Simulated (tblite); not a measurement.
**Run report: B$_{3}$H$_{3}$O$_{3}$, geometry relaxation**

- system: B$_{3}$H$_{3}$O$_{3}$, SMILES B1OBOBO1
- method: GFN2-xTB geometry optimisation, gas phase (tblite 0.8.0)

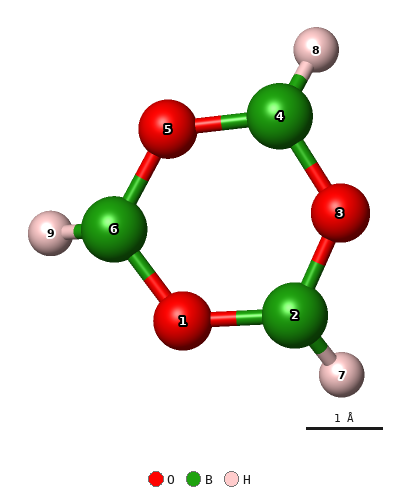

The starting structure (ball-and-stick view, seen on its broad side; atoms are numbered from 1 in the order of the input).

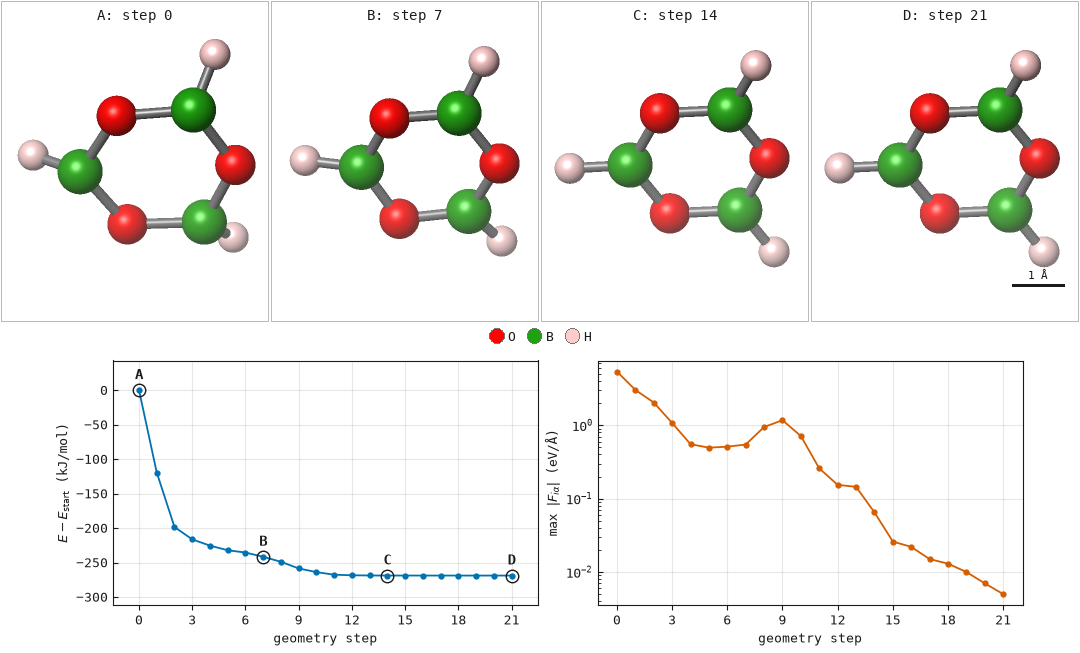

Frames of the relaxation (ball-and-stick view, seen at a tilt) above the curves, on which the letters mark them (steps are counted from 0).

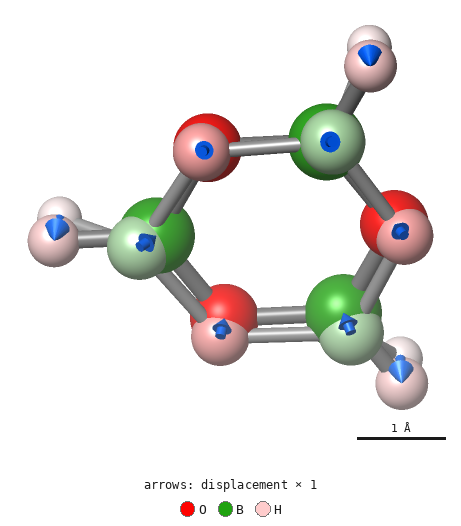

Start (faint) and end (solid) with the displacements as blue arrows, at true length (ball-and-stick view, seen at a tilt). The two geometries are laid on each other by the best rigid fit. The energy falls by 268.9 kJ/mol in 21 geometry steps. The largest force component goes from 5.4 to 0.005 eV/Å. The atom that moves furthest after the best rigid fit is H7 (0.44 Å). Largest moves by element: H 0.44 Å, B 0.28 Å, O 0.25 Å. Among the contacts that change: O1–B6 1.515 → 1.360 Å, O3–B4 1.511 → 1.360 Å, B4–O5 1.500 → 1.360 Å, O1–B2 1.492 → 1.360 Å. Among the angles that change: O1–B6–O5 114.4° → 119.8°, O5–B4–H8 115.1° → 120.1°, B4–O5–B6 125.1° → 120.2°. (Atoms are counted from 1 in the order of the input.)

The input and output of the run follow.

**Input file**
```
{"job": {"kind": "relax", "xc": "GFN2-xTB", "basis": "xTB"}, "charge": 0, "multiplicity": 1}
O      0.206295     0.771093    -1.068804
B     -1.206203     0.518590    -0.659090
O     -1.423951    -0.389257     0.495301
B     -0.300395    -1.060614     1.250743
O      1.084134    -0.763005     0.755565
B      1.413910     0.143166    -0.403048
H     -1.969164     0.420841    -1.534029
H     -0.481268    -2.156758     1.575352
H      2.260386    -0.193222    -1.084779
```

The first line tells a small driver script what to run in tblite; the rest is the geometry in Å.

Command:
```bash
OMP_NUM_THREADS=1 python <driver script> task.json out
```

**Output**
```
step      E/eV     max force
  0    -479.04784    5.734
  1    -480.28601    3.150
  2    -481.10574    2.406
  3    -481.29102    1.204
  4    -481.38539    0.694
  5    -481.45477    0.529
  6    -481.48925    0.545
  7    -481.55303    0.598
  8    -481.62869    0.985
  9    -481.72801    1.284
 10    -481.78353    0.856
 11    -481.82263    0.292
 12    -481.83079    0.217
 13    -481.83420    0.151
 14    -481.83484    0.068
 15    -481.83502    0.027
 16    -481.83509    0.027
 17    -481.83514    0.018
 18    -481.83516    0.014
 19    -481.83517    0.011
 20    -481.83519    0.009
 21    -481.83519    0.007
```

**Trajectory as extended XYZ (Å, eV, eV/Å), 22 frames, from step=0 to step=21**
```
9
Properties=species:S:1:pos:R:3:forces:R:3 step=0 energy=-479.04784
O     0.2063    0.7711   -1.0688   -0.1270  -1.3940   2.4120
B    -1.2062    0.5186   -0.6591    3.4300  -2.8850   1.3370
O    -1.4240   -0.3893    0.4953    2.7680   0.7490  -0.3240
B    -0.3004   -1.0606    1.2507    0.8000   2.0860  -4.6460
O     1.0841   -0.7630    0.7556   -1.9990   1.5910  -1.0060
B     1.4139    0.1432   -0.4030   -5.3840  -1.5990   1.1540
H    -1.9692    0.4208   -1.5340   -0.2090   0.7240   0.3290
H    -0.4813   -2.1568    1.5754   -0.0830   0.2700   0.7630
H     2.2604   -0.1932   -1.0848    0.8030   0.4590  -0.0190
9
Properties=species:S:1:pos:R:3:forces:R:3 step=1 energy=-480.28601
O     0.2045    0.7512   -1.0343   -0.1970  -1.1190   1.8380
B    -1.1572    0.4774   -0.6400    1.9050  -2.1240   0.2700
O    -1.3844   -0.3786    0.4907    2.1440   0.5160  -0.2970
B    -0.2890   -1.0308    1.1844    0.4040   0.4950  -3.0300
O     1.0556   -0.7403    0.7412   -1.6030   1.1830  -0.7820
B     1.3370    0.1203   -0.3866   -2.7310  -1.5670  -0.0700
H    -1.9721    0.4312   -1.5293    0.3740   0.6690   0.8990
H    -0.4825   -2.1529    1.5863    0.0830   1.1560   0.3530
H     2.2719   -0.1867   -1.0850   -0.3780   0.7910   0.8200
9
Properties=species:S:1:pos:R:3:forces:R:3 step=2 energy=-481.10574
O     0.1966    0.7024   -0.9535   -0.3230   0.6780  -0.9870
B    -1.0682    0.3835   -0.6225   -1.1880  -0.0120  -1.2890
O    -1.2904   -0.3555    0.4780   -1.0530  -0.0790  -0.0030
B    -0.2697   -1.0009    1.0474   -0.2510  -1.9660   0.8970
O     0.9857   -0.6880    0.7069    0.8330  -0.5780   0.5340
B     1.2067    0.0540   -0.3826    2.0430  -0.5480  -1.1470
H    -1.9597    0.4597   -1.4946    0.8420   0.3500   1.1420
H    -0.4799   -2.1092    1.6035    0.2040   1.5060  -0.2010
H     2.2626   -0.1552   -1.0552   -1.1070   0.6500   1.0530
9
Properties=species:S:1:pos:R:3:forces:R:3 step=3 energy=-481.29102
O     0.1942    0.7153   -0.9733    0.0290  -0.1530  -0.1770
B    -1.0894    0.3938   -0.6367   -0.1460  -0.4060  -0.4930
O    -1.3125   -0.3588    0.4795    0.0140  -0.2190  -0.0860
B    -0.2741   -1.0229    1.0714   -0.0980  -0.6320  -0.2870
O     1.0028   -0.7001    0.7166    0.0620  -0.1870  -0.0810
B     1.2403    0.0565   -0.3932    0.2110  -0.4860  -0.5560
H    -1.9533    0.4599   -1.4878    0.4840   0.4120   0.8220
H    -0.4783   -2.1001    1.5999    0.1160   1.0750   0.0560
H     2.2540   -0.1528   -1.0492   -0.6720   0.5960   0.8020
9
Properties=species:S:1:pos:R:3:forces:R:3 step=4 energy=-481.38539
O     0.1931    0.7135   -0.9768    0.1020  -0.3120  -0.2110
B    -1.0904    0.3812   -0.6481    0.2130  -0.3020  -0.0070
O    -1.3123   -0.3616    0.4775    0.0400  -0.3280  -0.1770
B    -0.2753   -1.0382    1.0614    0.0290   0.0250  -0.4240
O     1.0043   -0.7033    0.7159    0.0080  -0.2560  -0.2330
B     1.2421    0.0428   -0.4051   -0.3150  -0.2440  -0.1130
H    -1.9418    0.4701   -1.4681    0.1100   0.4040   0.4300
H    -0.4757   -2.0747    1.6016    0.0240   0.5520   0.2640
H     2.2397   -0.1389   -1.0311   -0.2110   0.4630   0.4710
9
Properties=species:S:1:pos:R:3:forces:R:3 step=5 energy=-481.45477
O     0.1928    0.7041   -0.9827    0.1160  -0.3540  -0.3390
B    -1.0822    0.3587   -0.6573    0.2840  -0.0300   0.2820
O    -1.3092   -0.3698    0.4707   -0.0770  -0.4100  -0.2450
B    -0.2741   -1.0503    1.0372    0.1000   0.4090  -0.2240
O     1.0042   -0.7102    0.7095    0.0450  -0.3810  -0.2840
B     1.2312    0.0218   -0.4172   -0.4670   0.0740   0.2380
H    -1.9292    0.4898   -1.4398   -0.2940   0.3990   0.0060
H    -0.4728   -2.0385    1.6106   -0.0730  -0.0180   0.4950
H     2.2231   -0.1148   -1.0039    0.3640   0.3100   0.0720
9
Properties=species:S:1:pos:R:3:forces:R:3 step=6 energy=-481.48925
O     0.1939    0.6947   -0.9908    0.0300  -0.3070  -0.3510
B    -1.0749    0.3477   -0.6584    0.0670   0.1260   0.1640
O    -1.3092   -0.3796    0.4636   -0.1120  -0.3650  -0.2630
B    -0.2721   -1.0514    1.0232    0.0620   0.2230   0.0690
O     1.0048   -0.7193    0.7025    0.0440  -0.3870  -0.2460
B     1.2205    0.0127   -0.4201   -0.1350   0.1520   0.1850
H    -1.9275    0.5055   -1.4259   -0.3470   0.3870  -0.0630
H    -0.4725   -2.0210    1.6225   -0.0800  -0.1020   0.5110
H     2.2208   -0.0983   -0.9896    0.4710   0.2730  -0.0070
9
Properties=species:S:1:pos:R:3:forces:R:3 step=7 energy=-481.55303
O     0.1961    0.6700   -1.0169   -0.1640  -0.2480  -0.2040
B    -1.0645    0.3319   -0.6604   -0.3480   0.3050  -0.1490
O    -1.3138   -0.4080    0.4436   -0.0030  -0.2090  -0.2740
B    -0.2682   -1.0537    1.0033   -0.0550  -0.2200   0.5110
O     1.0087   -0.7478    0.6838   -0.0670  -0.2680  -0.1990
B     1.2045   -0.0009   -0.4245    0.5060   0.1810  -0.0130
H    -1.9312    0.5455   -1.3987   -0.3470   0.3610  -0.0930
H    -0.4734   -1.9873    1.6573   -0.0680  -0.1360   0.4870
H     2.2256   -0.0589   -0.9603    0.5460   0.2340  -0.0660
9
Properties=species:S:1:pos:R:3:forces:R:3 step=8 energy=-481.62869
O     0.1967    0.6330   -1.0561   -0.2950  -0.2260   0.0860
B    -1.0597    0.3191   -0.6665   -0.6600   0.3320  -0.4500
O    -1.3208   -0.4504    0.4125    0.2260  -0.0060  -0.2390
B    -0.2652   -1.0610    0.9895   -0.1830  -0.6110   0.7370
O     1.0133   -0.7912    0.6556   -0.2450  -0.0380  -0.1750
B     1.1961   -0.0137   -0.4309    0.9470   0.1230  -0.2410
H    -1.9427    0.6044   -1.3654   -0.2790   0.3180  -0.0640
H    -0.4759   -1.9462    1.7117   -0.0380  -0.1010   0.4140
H     2.2420   -0.0031   -0.9233    0.5270   0.2080  -0.0680
9
Properties=species:S:1:pos:R:3:forces:R:3 step=9 energy=-481.72801
O     0.1938    0.5656   -1.1199   -0.3250  -0.1500   0.5160
B    -1.0630    0.3035   -0.6837   -0.8370   0.1630  -0.7340
O    -1.3275   -0.5226    0.3562    0.4830   0.2910  -0.0950
B    -0.2640   -1.0822    0.9787   -0.2890  -0.9540   0.6980
O     1.0164   -0.8647    0.6040   -0.4480   0.3270  -0.1000
B     1.1968   -0.0321   -0.4454    1.1710  -0.0410  -0.5260
H    -1.9675    0.7091   -1.3110   -0.0220   0.1580   0.0730
H    -0.4808   -1.8800    1.8110    0.0390   0.0730   0.1440
H     2.2795    0.0942   -0.8626    0.2300   0.1340   0.0240
9
Properties=species:S:1:pos:R:3:forces:R:3 step=10 energy=-481.78353
O     0.1895    0.5323   -1.1420   -0.1850  -0.0190   0.5290
B    -1.0738    0.2981   -0.6993   -0.5220  -0.0730  -0.5620
O    -1.3241   -0.5521    0.3295    0.3710   0.3340   0.0500
B    -0.2669   -1.1014    0.9812   -0.2100  -0.7130   0.2830
O     1.0119   -0.8939    0.5786   -0.3620   0.3980  -0.0060
B     1.2092   -0.0402   -0.4574    0.7070  -0.1630  -0.4540
H    -1.9799    0.7586   -1.2862    0.0330   0.0800   0.0740
H    -0.4827   -1.8503    1.8584    0.0490   0.0760   0.0540
H     2.3006    0.1398   -0.8355    0.1190   0.0800   0.0320
9
Properties=species:S:1:pos:R:3:forces:R:3 step=11 energy=-481.82263
O     0.1844    0.5214   -1.1363    0.0440   0.1320   0.1920
B    -1.0871    0.2949   -0.7146    0.0080  -0.2580  -0.1350
O    -1.3144   -0.5535    0.3225   -0.0100   0.1570   0.1620
B    -0.2721   -1.1201    0.9874   -0.0490  -0.1490  -0.2310
O     1.0020   -0.8935    0.5703   -0.0510   0.2050   0.0910
B     1.2258   -0.0452   -0.4689   -0.0450  -0.1990  -0.1690
H    -1.9848    0.7752   -1.2793   -0.1060   0.1090  -0.0390
H    -0.4826   -1.8427    1.8750    0.0060  -0.0630   0.1550
H     2.3127    0.1543   -0.8289    0.2020   0.0670  -0.0240
9
Properties=species:S:1:pos:R:3:forces:R:3 step=12 energy=-481.83079
O     0.1834    0.5179   -1.1338    0.0780   0.1470   0.0190
B    -1.0893    0.2875   -0.7215    0.0030  -0.1440  -0.0630
O    -1.3117   -0.5538    0.3209   -0.1540   0.0590   0.1410
B    -0.2738   -1.1285    0.9826   -0.0300  -0.0690  -0.1290
O     0.9984   -0.8926    0.5676    0.0630   0.0750   0.0990
B     1.2277   -0.0519   -0.4755   -0.0240  -0.1010  -0.0970
H    -1.9881    0.7860   -1.2748   -0.0430   0.0440  -0.0220
H    -0.4826   -1.8376    1.8858    0.0180  -0.0330   0.0610
H     2.3198    0.1638   -0.8242    0.0890   0.0210  -0.0100
9
Properties=species:S:1:pos:R:3:forces:R:3 step=13 energy=-481.83420
O     0.1846    0.5240   -1.1281    0.0180   0.0670  -0.0570
B    -1.0902    0.2830   -0.7246    0.0390  -0.0420   0.0220
O    -1.3133   -0.5479    0.3269   -0.1450  -0.0070   0.0420
B    -0.2752   -1.1321    0.9793    0.0040   0.0190  -0.0380
O     0.9980   -0.8858    0.5720    0.0520  -0.0170   0.0390
B     1.2286   -0.0553   -0.4792   -0.0140  -0.0150  -0.0020
H    -1.9885    0.7840   -1.2770   -0.0380   0.0260  -0.0310
H    -0.4818   -1.8405    1.8845    0.0160  -0.0350   0.0380
H     2.3217    0.1614   -0.8265    0.0690   0.0050  -0.0140
9
Properties=species:S:1:pos:R:3:forces:R:3 step=14 energy=-481.83484
O     0.1850    0.5253   -1.1288    0.0020   0.0140  -0.0230
B    -1.0899    0.2812   -0.7252   -0.0050   0.0060   0.0100
O    -1.3160   -0.5479    0.3279   -0.0650  -0.0130   0.0120
B    -0.2755   -1.1329    0.9779   -0.0120   0.0120   0.0120
O     0.9987   -0.8858    0.5726    0.0090  -0.0110   0.0030
B     1.2287   -0.0565   -0.4803    0.0190   0.0130   0.0030
H    -1.9894    0.7856   -1.2770    0.0010   0.0000  -0.0110
H    -0.4814   -1.8405    1.8863    0.0220  -0.0130   0.0010
H     2.3236    0.1625   -0.8262    0.0300  -0.0070  -0.0060
9
Properties=species:S:1:pos:R:3:forces:R:3 step=15 energy=-481.83502
O     0.1853    0.5270   -1.1284   -0.0080  -0.0110   0.0030
B    -1.0900    0.2817   -0.7246   -0.0020   0.0050   0.0120
O    -1.3178   -0.5470    0.3294   -0.0150  -0.0080  -0.0040
B    -0.2758   -1.1322    0.9785   -0.0120   0.0150   0.0050
O     0.9991   -0.8848    0.5738   -0.0170   0.0000  -0.0140
B     1.2292   -0.0558   -0.4800    0.0070   0.0110   0.0060
H    -1.9894    0.7838   -1.2786    0.0010   0.0020  -0.0090
H    -0.4809   -1.8425    1.8848    0.0200  -0.0090   0.0030
H     2.3241    0.1605   -0.8277    0.0260  -0.0050  -0.0030
9
Properties=species:S:1:pos:R:3:forces:R:3 step=16 energy=-481.83509
O     0.1853    0.5275   -1.1281   -0.0070  -0.0140   0.0140
B    -1.0902    0.2821   -0.7241   -0.0020   0.0010   0.0070
O    -1.3187   -0.5467    0.3299    0.0030  -0.0020  -0.0050
B    -0.2762   -1.1315    0.9790   -0.0110   0.0090  -0.0010
O     0.9989   -0.8844    0.5740   -0.0220   0.0070  -0.0140
B     1.2296   -0.0551   -0.4797    0.0010   0.0060   0.0020
H    -1.9896    0.7831   -1.2797    0.0050   0.0010  -0.0050
H    -0.4804   -1.8438    1.8844    0.0180  -0.0030   0.0000
H     2.3250    0.1596   -0.8285    0.0140  -0.0050   0.0020
9
Properties=species:S:1:pos:R:3:forces:R:3 step=17 energy=-481.83514
O     0.1852    0.5278   -1.1275   -0.0020  -0.0080   0.0110
B    -1.0904    0.2826   -0.7235   -0.0010  -0.0020   0.0020
O    -1.3194   -0.5463    0.3303    0.0060   0.0000  -0.0030
B    -0.2767   -1.1309    0.9795   -0.0060   0.0030  -0.0050
O     0.9983   -0.8837    0.5740   -0.0150   0.0070  -0.0080
B     1.2301   -0.0544   -0.4794   -0.0040   0.0010  -0.0020
H    -1.9896    0.7823   -1.2808    0.0070   0.0020  -0.0010
H    -0.4797   -1.8451    1.8838    0.0150   0.0030  -0.0020
H     2.3260    0.1584   -0.8293    0.0000  -0.0040   0.0070
9
Properties=species:S:1:pos:R:3:forces:R:3 step=18 energy=-481.83516
O     0.1851    0.5278   -1.1271   -0.0010  -0.0020   0.0030
B    -1.0905    0.2826   -0.7233   -0.0020  -0.0020   0.0000
O    -1.3196   -0.5463    0.3304   -0.0010   0.0000   0.0000
B    -0.2770   -1.1306    0.9796   -0.0020  -0.0010  -0.0040
O     0.9978   -0.8834    0.5739   -0.0060   0.0030  -0.0020
B     1.2302   -0.0542   -0.4794   -0.0030  -0.0010  -0.0020
H    -1.9895    0.7822   -1.2811    0.0060   0.0020   0.0000
H    -0.4791   -1.8454    1.8837    0.0130   0.0040  -0.0020
H     2.3264    0.1581   -0.8294   -0.0050  -0.0040   0.0080
9
Properties=species:S:1:pos:R:3:forces:R:3 step=19 energy=-481.83517
O     0.1850    0.5276   -1.1269    0.0000   0.0040  -0.0030
B    -1.0906    0.2825   -0.7232   -0.0020   0.0000  -0.0020
O    -1.3198   -0.5463    0.3304   -0.0060  -0.0010   0.0010
B    -0.2772   -1.1306    0.9794    0.0000  -0.0030  -0.0010
O     0.9974   -0.8832    0.5736    0.0020  -0.0010   0.0020
B     1.2301   -0.0542   -0.4794   -0.0010  -0.0010  -0.0010
H    -1.9893    0.7824   -1.2812    0.0050   0.0020   0.0000
H    -0.4785   -1.8453    1.8837    0.0100   0.0040  -0.0020
H     2.3266    0.1580   -0.8292   -0.0070  -0.0040   0.0070
9
Properties=species:S:1:pos:R:3:forces:R:3 step=20 energy=-481.83519
O     0.1848    0.5273   -1.1270    0.0000   0.0060  -0.0070
B    -1.0906    0.2823   -0.7233   -0.0020   0.0020  -0.0030
O    -1.3201   -0.5466    0.3302   -0.0070  -0.0010   0.0010
B    -0.2774   -1.1306    0.9791    0.0020  -0.0030   0.0020
O     0.9970   -0.8833    0.5733    0.0060  -0.0030   0.0040
B     1.2300   -0.0543   -0.4796    0.0000  -0.0010   0.0000
H    -1.9890    0.7828   -1.2810    0.0020   0.0020  -0.0010
H    -0.4776   -1.8448    1.8839    0.0060   0.0020   0.0000
H     2.3266    0.1580   -0.8285   -0.0060  -0.0030   0.0050
9
Properties=species:S:1:pos:R:3:forces:R:3 step=21 energy=-481.83519
O     0.1848    0.5271   -1.1272   -0.0010   0.0050  -0.0050
B    -1.0907    0.2821   -0.7234   -0.0020   0.0020  -0.0020
O    -1.3204   -0.5469    0.3300   -0.0030   0.0000   0.0000
B    -0.2775   -1.1308    0.9789    0.0020  -0.0020   0.0020
O     0.9969   -0.8835    0.5731    0.0050  -0.0030   0.0030
B     1.2299   -0.0545   -0.4797   -0.0010   0.0000   0.0010
H    -1.9887    0.7834   -1.2808   -0.0010   0.0020  -0.0020
H    -0.4769   -1.8443    1.8842    0.0030  -0.0010   0.0010
H     2.3265    0.1582   -0.8279   -0.0030  -0.0020   0.0020
```

**Key numbers**

| quantity | value |
| --- | --- |
| outcome | converged |
| total energy | −481.8352 eV |
| hardware | 1 CPU thread, shared host |
| peak memory | 0.18 GiB |
